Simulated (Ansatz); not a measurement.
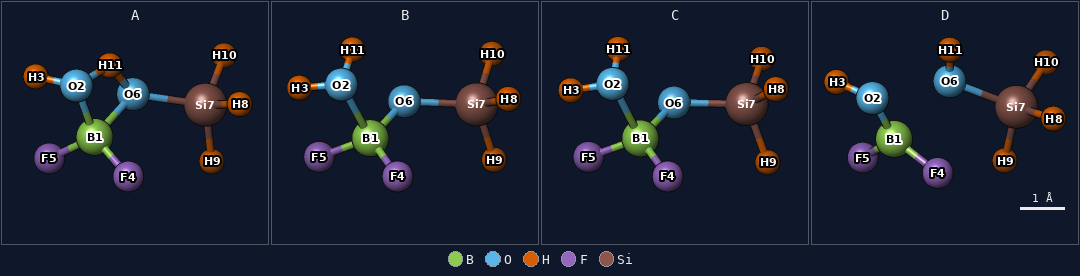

4 geometries from a converged minimum-energy path of BSiH5O2F2, shuffled. Style: ball-and-stick. Shown at a tilt.

These are results of Ansatz, RKS PBE-D4/def2-SVP, not measurements. Run with 9 movable images; climbing image; force threshold 0.03 eV/Å; iteration limit 60; starting path through a guess of the saddle point.

Question: Which of them lies highest in energy?

Answer: A. In order along the path, whose images run from 0 to 10: D (image 0, 0.00 eV), A (image 6, +0.42 eV), B (image 9, −0.11 eV), C (image 10, −0.11 eV). Breaking: O6–H11 (0.98 → 1.21 at the top → 2.30 Å). Forming: B1–O6 (2.14 → 1.57 at the top → 1.40 Å), O2–H11 (2.46 → 1.27 at the top → 0.98 Å).
